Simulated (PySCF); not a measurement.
SMILES C1[CH]OC(O1)=O (C3H3O3), doublet at its B3LYP/def2-SVP optimised geometry (Å):

```
9

O     -2.1821    -1.8406     1.5493
C     -1.3929    -1.1447     1.0025
O     -0.1001    -1.5147     0.7026
C      0.5113    -0.5124     0.0000
C     -0.4120     0.6661     0.0000
O     -1.6009     0.1195     0.5762
H      1.6009    -0.5124     0.0000
H     -0.0621     1.5147     0.6217
H     -0.6444     1.0598    -1.0059
```

Computed with unrestricted B3LYP/def2-TZVP (PySCF). Cells within 0.4 Å of a nucleus heavier than hydrogen are left out (blank, or x).

Map of the electrostatic potential (hartree/e), clipped to [-0.08, 0.12] on the plane z = 1.5 Å:

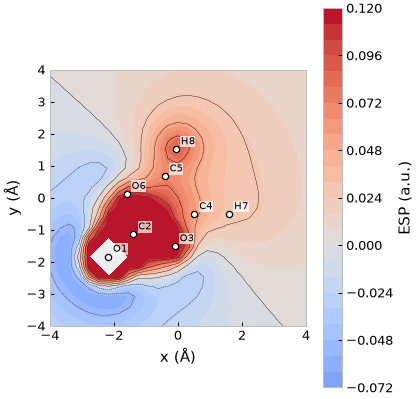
*Electrostatic potential (hartree/e), clipped to [-0.08, 0.12] on the plane z = 1.5 Å.*
